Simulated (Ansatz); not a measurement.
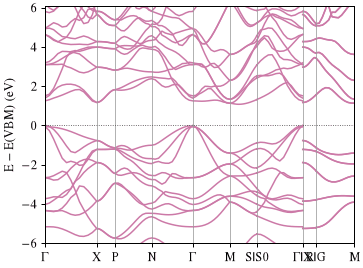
Band structure from PBEsol (plane waves, PAW; program Ansatz)

Task: Read off the gap and where the band edges lie.

Result: About 1.1 eV (1.07 eV by a search for the band edges); maximum at Γ, minimum on the M–S line, 34 % of the way from M.

The material is ZnGeP2 (chalcopyrite, I-42d).

The PBEsol relaxation kept the symmetry of its start. Scalar-relativistic: spin–orbit coupling is off unless named, which matters more the heavier the elements.

Potentials: the later of the program's two PAW sets.
